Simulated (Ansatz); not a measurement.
# C₂H₆OSi₂: a ladder of functionals and wavefunction methods

Aim: compute C₂H₆OSi₂ with functionals from several rungs and with coupled cluster. The yardstick is the atomisation energy at the CCSD(T) limit.

Method: functionals in def2-TZVPP, the program's frozen cores in correlated methods; program: Ansatz 0.2.0, Gaussian basis.

The runs, in order: LDA (SPW92), PBE-D4, revPBE-D4, BLYP-D4, r2SCAN-D4, B97M-V, PBE0-D4, B3LYP-D4, r2SCANh-D4, r2SCAN0-D4, HSE06-D4, BHLYP-D4, CAM-B3LYP-D4, LC-ωPBE, ωB97X-V, ωB97M-V, B2PLYP, PBE-QIDH; CCSD(T)/def2-SVP; CCSD(T)/def2-TZVPP; MP2/def2-QZVPP; extrapolation to the limit; RPA on PBE.

**1. The relaxed structure**

All runs share one geometry, relaxed beforehand with PBE0-D4 in a triple-zeta def2 set.

SMILES `O[SiH2]C#C[SiH3]`, 11 atoms, charge 0, spin multiplicity 1.

Atoms are counted from 1 here; the program's logs count them from 0.

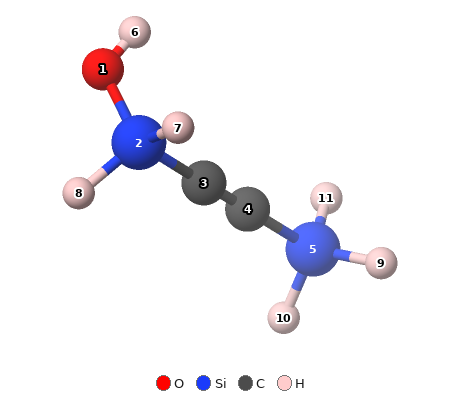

The geometry (oxygen red, silicon blue, carbon dark grey, hydrogen pink); atoms are numbered from 1 in the order of the file.

**2. LDA**

This LDA is Slater exchange with PW92 correlation.

in.yaml reads:

```yaml
crystal:
  periodic: [false, false, false]
  atoms:
    - {symbol: O, position_ang: [-1.914593, -1.887523, 1.499063]}
    - {symbol: Si, position_ang: [-0.322844, -1.495329, 1.576626]}
    - {symbol: C, position_ang: [0.129445, -0.290294, 0.275184]}
    - {symbol: C, position_ang: [0.424727, 0.521225, -0.579489]}
    - {symbol: Si, position_ang: [0.872811, 1.733012, -1.869745]}
    - {symbol: H, position_ang: [-2.553987, -1.174107, 1.511956]}
    - {symbol: H, position_ang: [0.036476, -0.879322, 2.878923]}
    - {symbol: H, position_ang: [0.421898, -2.754427, 1.369311]}
    - {symbol: H, position_ang: [1.607094, 2.861113, -1.246904]}
    - {symbol: H, position_ang: [1.730920, 1.073013, -2.883216]}
    - {symbol: H, position_ang: [-0.366647, 2.235540, -2.511109]}
basis:
  gaussian: {orbitals: def2-TZVPP}
hamiltonian: {xc: lda}
output: {orbitals: {seedname: orbitals}}
```

The runs that follow: PBE-D4 (GGA); revPBE-D4 (GGA); BLYP-D4 (GGA); r2SCAN-D4 (meta-GGA); B97M-V (meta-GGA); PBE0-D4 (hybrid); B3LYP-D4 (hybrid); r2SCANh-D4 (hybrid); r2SCAN0-D4 (hybrid); HSE06-D4 (hybrid); BHLYP-D4 (hybrid); CAM-B3LYP-D4 (range-separated); LC-ωPBE-D4 (range-separated); ωB97X-V (range-separated); ωB97M-V (range-separated); B2PLYP (double hybrid); PBE-QIDH (double hybrid); CCSD(T) in def2-SVP; CCSD(T) in def2-TZVPP; MP2 in def2-QZVPP; RPA on PBE orbitals.

**Question.** What will the summary of the whole plan be? Wanted: atomisation energy, CCSD(T)/CBS; farthest beyond LDA; mean size of error, GGA; mean size of error, meta-GGA; mean size of error, hybrid; mean size of error, range-separated; mean size of error, double hybrid; gap, smallest and largest; T1 diagnostic.

As calculated:

| quantity | value |
| --- | --- |
| atomisation energy, CCSD(T)/CBS | 4114.3 kJ/mol |
| functionals within 20.6 kJ/mol (0.5 %) | r2SCAN-D4, B97M-V, B3LYP-D4, CAM-B3LYP-D4, ωB97X-V, ωB97M-V |
| farthest beyond LDA | BHLYP-D4 (-122.3 kJ/mol) |
| mean size of error, GGA | 39.1 kJ/mol |
| mean size of error, meta-GGA | 6.9 kJ/mol |
| mean size of error, hybrid | 56.3 kJ/mol |
| mean size of error, range-separated | 16.6 kJ/mol |
| mean size of error, double hybrid | 48.6 kJ/mol |
| gap, smallest and largest | 4.98 eV (LDA (SPW92)), 12.10 eV (LC-ωPBE) |
| T1 diagnostic | 0.0125 |
| triples share of the correlation energy | 4.1 % |

LDA overbinds by 503.4 kJ/mol (12 %). PBE-D4 misses by +21.1 kJ/mol. Double hybrids carry the basis error of their MP2 part in triple zeta, and no dispersion term here, so their miss is partly the set-up's. The rungs meta-GGA, range-separated miss on average by less than the doubt on the reference (20.6 kJ/mol), so they tie. The reference freezes the cores and leaves out relativity and excitations past (T), so misses under about 20.6 kJ/mol can't be ranked. Hartree-Fock recovers 74 % of the binding; the rest is correlation. CCSD(T) in def2-SVP is off by -275.9 kJ/mol, worse than the median functional, from the basis alone. The gap grows from 5.0 to 12.1 eV across the functionals, mostly with the share of exact exchange.
